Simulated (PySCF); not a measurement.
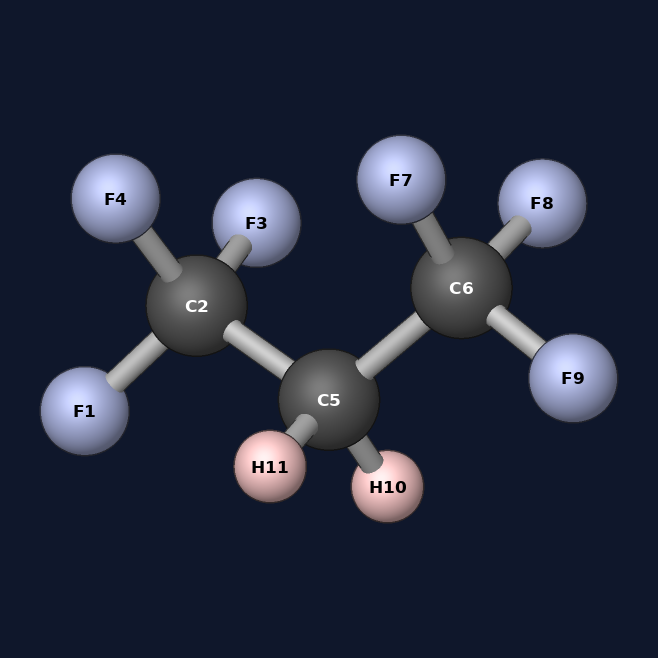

The questions are on isotropic NMR shieldings of the F atoms. The computed structure is the end point of a GFN2-xTB optimisation. No frequency run is at hand to confirm it as a minimum. Method: GIAO PBE0/pcSseg-1 NMR shielding, non-relativistic, gas phase (PySCF 2.14.0).

Give the isotropic NMR shieldings of the F atoms atom by atom.

| atom | σ (ppm) |
| --- | --- |
| F1 | 245.0 |
| F3 | 251.9 |
| F4 | 251.9 |
| F7 | 251.8 |
| F8 | 251.9 |
| F9 | 245.0 |
